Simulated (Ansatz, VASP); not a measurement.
# Cross-check of SnAs between VASP and Ansatz, part 2 of 2

One calculation is typed for both programs; each brings its own data sets. How far apart do they land? The cell is taken from a series of VASP runs on this material, whose earlier steps may have relaxed, scaled or displaced it; both programs get it as it stands. Valence electrons are named where the data sets of a main pair hold unlike numbers.

VASP 6.6.1 and Ansatz 0.2.0.

So far: Starting point; VASP: band structure, PBEsol; Ansatz: band structure, PBEsol; Side by side.

**5. VASP: band structure, PBEsol, spin-orbit coupling**

Level of this step: PBEsol, spin-orbit coupling; plane waves and PAW (Sn_d, As) (VASP).

A single point gives forces, pressure and levels at one fixed geometry, so differences don't come from the geometry; what else differs is listed under the comparison.

INCAR

```
SYSTEM = SnAs
PREC = Accurate
ENCUT = 400
EDIFF = 1E-06
NELM = 100
ISMEAR = 0
SIGMA = 0.05
LREAL = .FALSE.
ALGO = Normal
GGA = PS
LNONCOLLINEAR = .TRUE.
MAGMOM = 0 0 0 0 0 0
NBANDS = 30
GGA_COMPAT = .FALSE.
LASPH = .TRUE.
LSORBIT = .TRUE.
LORBIT = 11
LWAVE = .FALSE.
LCHARG = .FALSE.
KPAR = 2
```

POSCAR

```
SnAs
1.0
    0.0000000000      2.8585767156      2.8585767156
    2.8585767156      0.0000000000      2.8585767156
    2.8585767156      2.8585767156      0.0000000000
Sn As
1 1
Direct
    0.5000000000      0.5000000000      0.5000000000
    0.0000000000      0.0000000000      0.0000000000
```

KPOINTS

```
Automatic mesh
0
Gamma
6 6 6
0 0 0
```

KPOINTS_OPT

```
Line mode
16
Line-mode
Reciprocal
  0.00000000   0.00000000   0.00000000 GAMMA
  0.50000000   0.00000000   0.50000000 X

  0.50000000   0.00000000   0.50000000 X
  0.50000000   0.25000000   0.75000000 W

  0.50000000   0.25000000   0.75000000 W
  0.37500000   0.37500000   0.75000000 K

  0.37500000   0.37500000   0.75000000 K
  0.00000000   0.00000000   0.00000000 GAMMA

  0.00000000   0.00000000   0.00000000 GAMMA
  0.50000000   0.50000000   0.50000000 L

  0.50000000   0.50000000   0.50000000 L
  0.62500000   0.25000000   0.62500000 U

  0.62500000   0.25000000   0.62500000 U
  0.50000000   0.25000000   0.75000000 W

  0.50000000   0.25000000   0.75000000 W
  0.50000000   0.50000000   0.50000000 L

  0.50000000   0.50000000   0.50000000 L
  0.37500000   0.37500000   0.75000000 K

  0.62500000   0.25000000   0.62500000 U
  0.50000000   0.00000000   0.50000000 X
```

The projector-augmented-wave data sets are Sn_d and As (PBE family, release 64).

On the command line:

```
mpirun -np 2 vasp_ncl
```

Numbers of over 12 decimals in the logs are rounded to 6 here.

The program printed:

```text
[banner, memory and clock lines left out]
running    2 mpi-ranks, on    1 nodes
[...]
[... a notice as in an earlier step ...]

 LDA part: xc-table for (Slater+PW92), standard interpolation
 POSCAR, INCAR and KPOINTS ok, starting setup
[...]
entering main loop
       N       E                     dE             d eps       ncg     rms          rms(c)
DAV:   1     0.152476065528E+03    0.15248E+03   -0.77354E+03  1010   0.144E+03
DAV:   2     0.100919870805E+02   -0.14238E+03   -0.13727E+03   966   0.420E+02
DAV:   3    -0.891623178339E+01   -0.19008E+02   -0.18711E+02  1132   0.130E+02
DAV:   4    -0.964772721601E+01   -0.73150E+00   -0.72962E+00  1154   0.273E+01
[...]
DAV:  10    -0.956092232905E+01    0.15059E-04   -0.18502E-04  1284   0.183E-01    0.276E-02
DAV:  11    -0.956092161965E+01    0.70940E-06   -0.22124E-05  1172   0.538E-02    0.278E-03
DAV:  12    -0.956092203309E+01   -0.41344E-06   -0.19113E-06   988   0.115E-02
   1 F= -.95609220E+01 E0= -.95603129E+01  d E =-.121820E-02  mag=    -0.0000    -0.0000    -0.0000
 Start KPOINTS_OPT (optional k-point list driver)
k-point batch [1-16\160]
       N       E                     dE             ncg
DAV:   1     0.597863719159E+03   -0.35565E+04     1016
DAV:   2    -0.172688818674E+04   -0.23248E+04      972
DAV:   3    -0.203351600767E+04   -0.30663E+03     1234
DAV:   4    -0.204432328381E+04   -0.10807E+02     1162
DAV:   5    -0.204458452422E+04   -0.26124E+00     1304
DAV:   6    -0.204459407382E+04   -0.95496E-02     1300
DAV:   7    -0.204459436232E+04   -0.28850E-03     1342
DAV:   8    -0.204459436567E+04   -0.33517E-05     1142
DAV:   9    -0.204459436573E+04   -0.62842E-07      828
[...]
k-point batch [145-160\160]
       N       E                     dE             ncg
DAV:   1     0.371970657292E+03   -0.88821E+04     1002
DAV:   2    -0.189138111045E+04   -0.22634E+04      960
DAV:   3    -0.216791685191E+04   -0.27654E+03     1234
DAV:   4    -0.217714561131E+04   -0.92288E+01     1148
DAV:   5    -0.217738854667E+04   -0.24294E+00     1338
DAV:   6    -0.217739453997E+04   -0.59933E-02     1332
DAV:   7    -0.217739463794E+04   -0.97970E-04     1346
DAV:   8    -0.217739463973E+04   -0.17897E-05     1094
DAV:   9    -0.217739463980E+04   -0.68617E-07      720
```

OUTCAR, selected parts (step 5):

```text
  Total       -0.0978114     -0.0978114     -0.0978114      0.0000000      0.0000000      0.0000000
  in kB       -3.3544423     -3.3544423     -3.3544423      0.0000000      0.0000000      0.0000000
  external PRESSURE =      -3.3544423 kB  Pullay stress =       0.0000000 kB

 POSITION                                       TOTAL-FORCE (eV/Angst)
 -----------------------------------------------------------------------------------
      2.85858      2.85858      2.85858         0.000000      0.000000     -0.000000
      0.00000      0.00000      0.00000        -0.000000     -0.000000      0.000000
 -----------------------------------------------------------------------------------
    total drift:                                0.000000      0.000000      0.000000

  FREE ENERGIE OF THE ION-ELECTRON SYSTEM (eV)
  ---------------------------------------------------
  free  energy   TOTEN  =        -9.5609220331 eV

  energy  without entropy=       -9.5597038344  energy(sigma->0) =       -9.56031293

 magnetization (x)
# of ion       s       p       d       tot
------------------------------------------
    1       -0.000   0.000   0.000  -0.000
    2        0.000   0.000   0.000   0.000
--------------------------------------------------
tot         -0.000   0.000   0.000  -0.000

 magnetization (y)
# of ion       s       p       d       tot
------------------------------------------
    1       -0.000   0.000   0.000  -0.000
    2       -0.000   0.000   0.000  -0.000
--------------------------------------------------
tot         -0.000   0.000   0.000  -0.000

 magnetization (z)
# of ion       s       p       d       tot
------------------------------------------
    1        0.000   0.000   0.000   0.000
    2        0.000   0.000   0.000   0.000
--------------------------------------------------
tot          0.000   0.000   0.000   0.000

[... 1 part as in an earlier step ...]

[... 2 further parts left out ...]
[key lines of the parts left out:]
E-fermi :   6.6909
```

The run ends at a pressure of -0.34 GPa.

**6. Ansatz: band structure, PBEsol, spin-orbit coupling**

The same cell, functional, mesh and smearing now go to Ansatz, which takes its cutoff from its data sets.

The cell is taken from a series of VASP runs on this material, whose earlier steps may have relaxed, scaled or displaced it; both programs get it as it stands.

input.yaml

```yaml
crystal:
  lattice:
    - [0.0, 2.8585767156, 2.8585767156]
    - [2.8585767156, 0.0, 2.8585767156]
    - [2.8585767156, 2.8585767156, 0.0]
  atoms:
    - { symbol: Sn, position: [0.5, 0.5, 0.5] }
    - { symbol: As, position: [0.0, 0.0, 0.0] }
hamiltonian:
  xc: pbesol
  pseudopotentials: { kind: paw_fr }
magnetization:
  noncollinear: true
  spin_orbit: true
kpoints:
  mp_grid: { grid: [6, 6, 6] }
  band_path:
    path:
      - [0.0, 0.0, 0.0]
      - [0.16667, 0.0, 0.16667]
      - [0.33333, 0.0, 0.33333]
      - [0.5, 0.0, 0.5]
      - [0.5, 0.08333, 0.58333]
      - [0.5, 0.18333, 0.68333]
      - [0.5, 0.25, 0.75]
      - [0.45, 0.3, 0.75]
      - [0.40833, 0.34167, 0.75]
      - [0.35, 0.35, 0.7]
      - [0.225, 0.225, 0.45]
      - [0.075, 0.075, 0.15]
      - [0.03333, 0.03333, 0.03333]
      - [0.23333, 0.23333, 0.23333]
      - [0.4, 0.4, 0.4]
      - [0.51667, 0.46667, 0.51667]
      - [0.55833, 0.38333, 0.55833]
      - [0.60833, 0.28333, 0.60833]
      - [0.60833, 0.25, 0.64167]
      - [0.55833, 0.25, 0.69167]
      - [0.51667, 0.25, 0.73333]
      - [0.5, 0.3, 0.7]
      - [0.5, 0.38333, 0.61667]
      - [0.5, 0.48333, 0.51667]
      - [0.475, 0.475, 0.55]
      - [0.425, 0.425, 0.65]
      - [0.38333, 0.38333, 0.73333]
      - [0.59167, 0.18333, 0.59167]
      - [0.55, 0.1, 0.55]
      - [0.5, 0.0, 0.5]
    npoints: 1
scf:
  occupations: { method: gaussian, width: 0.05 }
  n_extra_bands: 14
output:
  forces: true
  stress: true
  eigenvalues: true
```

On the command line:

```
ansatz run input.yaml --threads 2 --pin off --max-ram 4608MiB --backend cpu --events-out ev --progress --plain --runs-dir out
```

The program printed:

```text
[...]
non-collinear run that drives no moment, with spin-orbit: no starting moment large enough to seed its density (crystal.atoms[].spin), no starting occupations that ask for one, no magnetisation constraint and no magnetic field, so the semilocal B_xc is pinned to zero
Crystal: 2 atoms, lattice volume = 46.717 Å³
[...]
k-point 1: bands = [... 25 lower, 9.7758, 10.0739, 10.0739, 11.2000, 11.2000, 14.6180, 14.6180, 15.1365, ... 10 higher]
  k-point 2: bands = [... 25 lower, 10.0149, 10.2564, 10.2564, 11.7712, 11.7712, 12.9518, 12.9518, 13.3397, ... 10 higher]
  k-point 15: bands = [... 25 lower, 5.5879, 6.7808, 6.7808, 10.3054, 10.3054, 14.9363, 14.9363, 15.3601, ... 10 higher]
[key lines of the parts left out:]
SCF converged after 7 iterations
Magnetization: |M| = 0.0000 μB,  M = (+0.0000, +0.0000, +0.0000) μB
Free energy (F): -10765.149755 eV
Fermi energy:    10.729482 eV
P = ⅓ Tr σ = -0.4257 GPa (-4.257 kbar)
```

Wall time 10 s (2 threads of Arm Neoverse V2, shared host); peak memory 0.49 GiB; 19 s of CPU time.

**7. Side by side**

What differs besides the data sets and the points named for the pairs above, as far as they apply: spin-orbit coupling enters by fully relativistic files in Ansatz and inside the spheres in VASP; the data sets hold 29 valence electrons in Ansatz (on its fully relativistic PAW (standard-fr) files) and 19 in VASP. Total energies have different zeros and are not compared.

Both answers:

```tsv
quantity	Ansatz	VASP	difference
pressure (GPa)	-0.43	-0.34	-0.09
```

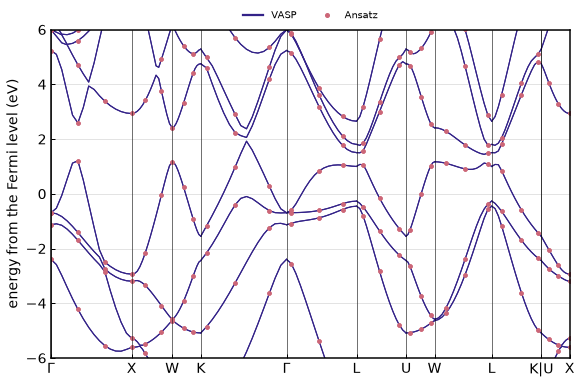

Bands from VASP (lines) and levels from Ansatz (dots). Dots without a line are higher empty bands that the VASP plot leaves out.

Levels from 3 eV below to 2 eV above the Fermi level differ by 4 meV r.m.s. and 10 meV at most; each VASP level is matched to the nearest of Ansatz, which flatters the figure a little. Ansatz's pressure holds a Pulay correction of 0.04 GPa; VASP's holds none.

**8. Summary of results**

```yaml
r_m_s_difference_of_levels_near_the_fermi_level_band_structure_pbesol: 3.2 meV
r_m_s_difference_of_levels_near_the_fermi_level_band_structure_pbesol_spin_orbit_coupling: 3.7 meV
```

**Reading.** The r.m.s. difference of levels near the Fermi level is 3.7 meV (band structure, PBEsol, spin-orbit coupling), within the 80 meV picked in this series as the mark of a large difference. The data sets hold unlike numbers of valence electrons (29 in Ansatz and 19 in VASP), so part of the differences comes from the potentials. Such differences can come from data sets, numerical settings and the points named under the comparisons, not from the functional's error against experiment.

[Lines on the potential files, build, host, timing and source positions are cut from VASP's logs without a mark.]

[Logs are printed without paths, hosts, clocks, repeated set-up lines and the standing remarks that a program may print on its own settings, such as how far it seeks lower states.]

[Hosts, paths, dates, database ids (printed as entryN), source tags and the programs' standing remarks are cut or masked in the printed files.]
